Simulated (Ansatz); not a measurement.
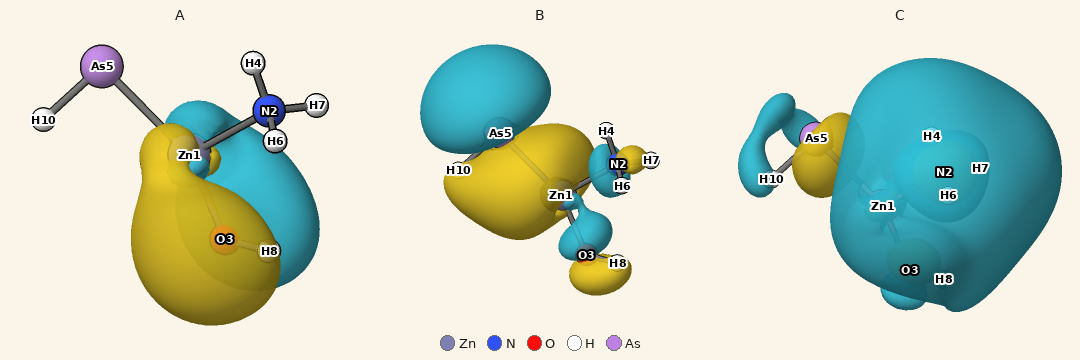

Figure 1: AsH6NOZn. Three frontier orbitals at ±0.05 Å⁻³ᐟ² (yellow and cyan are the two phases), in no order.

The product side of a reaction path; geometry: PBE0-D4/def2-TZVP.

Theory: Ansatz 0.2.0, RKS PBE0-D4/def2-TZVPP.

Input

```
crystal:
  periodic: [false, false, false]
  atoms:
    - {symbol: Zn, position_ang: [-0.657916, 0.054285, 0.042634]}
    - {symbol: N, position_ang: [1.351476, -0.911920, -0.325187]}
    - {symbol: O, position_ang: [-1.839419, -1.274964, -0.336832]}
    - {symbol: H, position_ang: [2.080368, -0.233631, -0.133877]}
    - {symbol: As, position_ang: [-0.133666, 2.289574, 0.730844]}
    - {symbol: H, position_ang: [1.506664, -1.714573, 0.274581]}
    - {symbol: H, position_ang: [1.457945, -1.222694, -1.284384]}
    - {symbol: H, position_ang: [-1.460660, -2.109687, -0.613499]}
    - {symbol: H, position_ang: [-1.160785, 2.884828, -0.223606]}
    - {symbol: H, position_ang: [-1.144005, 2.238783, 1.869424]}
basis:
  gaussian: {orbitals: def2-TZVPP}
hamiltonian: {xc: pbe0, dispersion: d4}
output: {orbitals: {seedname: orbitals}}
```

Run with:

```sh
ansatz run in.yaml --threads 8 --pin off --events-out ev --progress --plain --max-ram 19148MiB
```

Order the three orbitals by energy and name them.

Answer. A is the HOMO−1 (−7.35 eV). Its weight (Hirshfeld) is mainly on O3 (about 80 %), Zn1 (about 10 %) and H8 (about 5 %); largely a lone pair of O3. B is the HOMO (−6.44 eV). It lies mainly on As5 (about 70 %) and Zn1 (about 20 %). C is the LUMO (−0.45 eV). It lies mainly on Zn1 (about 20 %), H6 (about 15 %), H7 (about 15 %), N2 (about 15 %), H4 (about 10 %) and As5 (about 10 %).

What is the HOMO–LUMO gap?

Answer. 5.99 eV between the orbital energies.
